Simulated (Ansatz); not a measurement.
BrClF$_{2}$HOTa···H$_{2}$O

The calculation's input:

```
crystal:
  periodic: [false, false, false]
  atoms:
    - { symbol: Ta, position_ang: [0.0, 0.0, 0.0] }
    - { symbol: O, position_ang: [2.37, 0.0, 0.0] }
    - { symbol: H, position_ang: [2.7071, -0.5308, 0.7903] }
    - { symbol: F, position_ang: [0.0, 0.0, 1.93] }
    - { symbol: O, position_ang: [0.0, 0.0, -2.02] }
    - { symbol: H, position_ang: [-0.6343, -0.71, -2.3571] }
    - { symbol: Cl, position_ang: [-1.235, 2.139, 0.0] }
    - { symbol: F, position_ang: [-0.965, -1.6714, 0.0] }
    - { symbol: Br, position_ang: [0.9302, 2.4915, -1.2766] }
    - { symbol: H, position_ang: [2.1856, 1.1923, -0.6109] }
basis:
  gaussian: { orbitals: def2-SVP }
hamiltonian:
  xc: hf
relax:
  f_tol: 0.15
  max_steps: 25
  restrain:
    - { distance: [0, 8], at: 2.65, k: 30.0 }
    - { distance: [9, 1], at: 1.01, k: 30.0 }
    - { distance: [0, 1], at: 3.22, k: 30.0 }
    - { distance: [9, 8], at: 2.75, k: 30.0 }
output:
  orbitals: {}
```

Run with:

```sh
ansatz run input.yaml --threads 4 --pin off --max-ram 5120MiB --backend cpu --events-out ev --progress --plain --runs-dir out
```

The fields are those of the run's last geometry, not of the input's.

Core potentials replace the inner electrons of Ta; not at a stationary point (largest force 1.3 eV/Å).

Computed with RHF/def2-SVP in Ansatz 0.2.0.

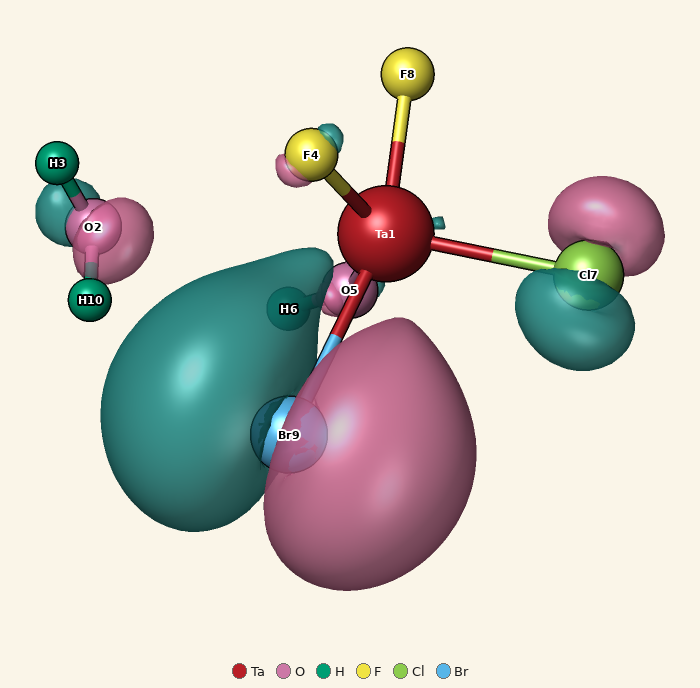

Figure 1. The HOMO−1 at ±0.08 Å⁻³ᐟ² (teal and pink are the two phases), seen from one side.

What is the character of this orbital?

By Hirshfeld shares it lies mainly on Br9 (about 85 %); largely a lone pair of Br9. Its energy is −11.30 eV.

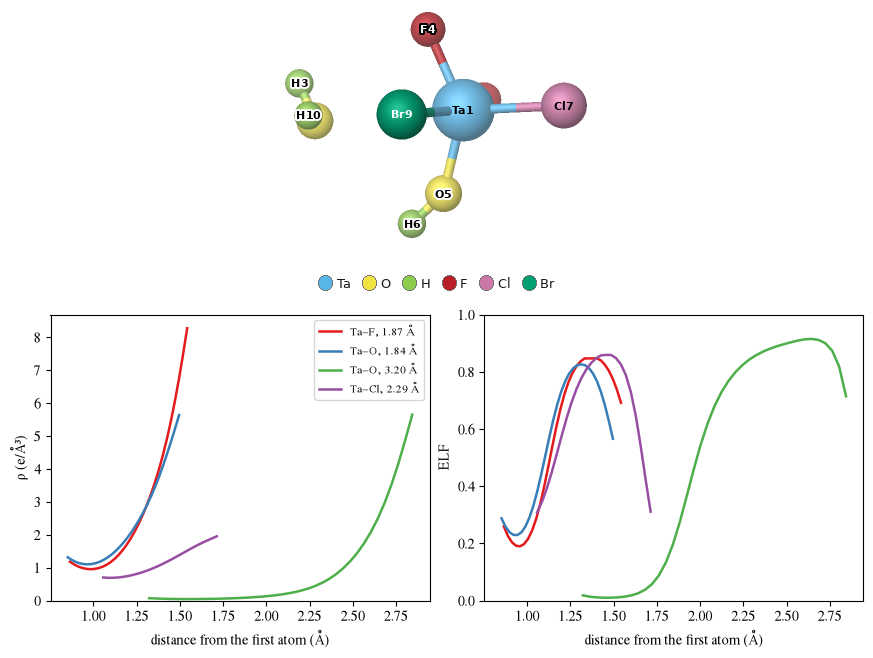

Figure 2. Electron density and ELF along straight lines between neighbouring atoms. The curves leave out the atomic cores. The structure is drawn too.

What can be read from the curves?

Ta–F (1.87 Å): the density is about 0.99 e/Å³ at the midpoint; the ELF is about 0.20 at the midpoint.
Ta–O (1.84 Å): ρ at the midpoint is about 1.1 e/Å³; the ELF peaks at about 0.85 in the valence shell of O, 0.5 Å from its nucleus, and drops to about 0.25 between the two atoms.
Ta1···O2 (3.20 Å): the density falls to about 0.05 e/Å³ on the way; the ELF dips to about 0 between them.
Ta–Cl (2.29 Å): ρ is about 0.7 e/Å³ halfway; the ELF peaks at about 0.85 in the valence shell of Cl, 0.8 Å from its nucleus, and is about 0.45 at the midpoint.

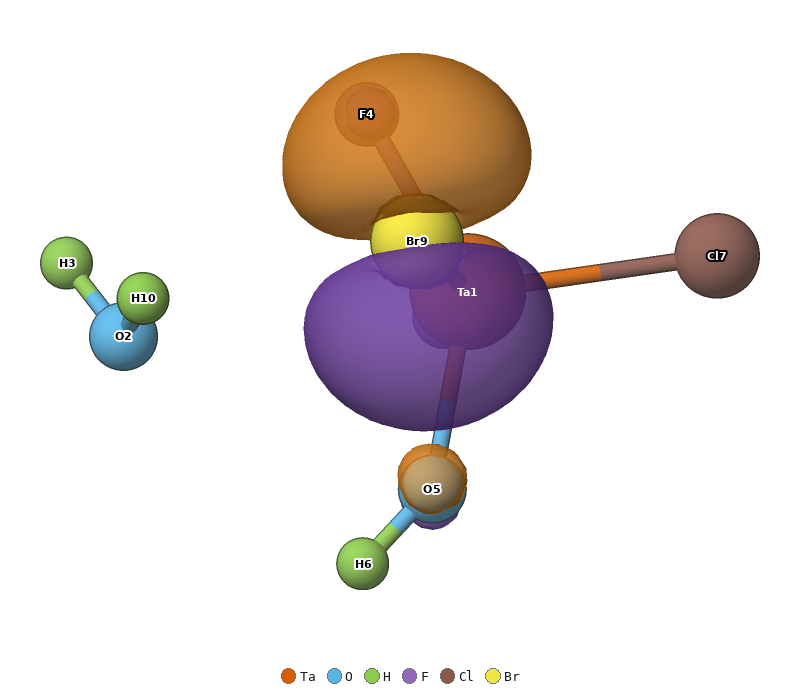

Figure 3. The HOMO at ±0.15 Å⁻³ᐟ² (orange and purple are the two phases), seen at an oblique angle.

Describe this orbital and give its energy.

By Hirshfeld shares it lies mainly on Br9 (about 90 %); largely a lone pair of Br9. Its energy is −11.18 eV.
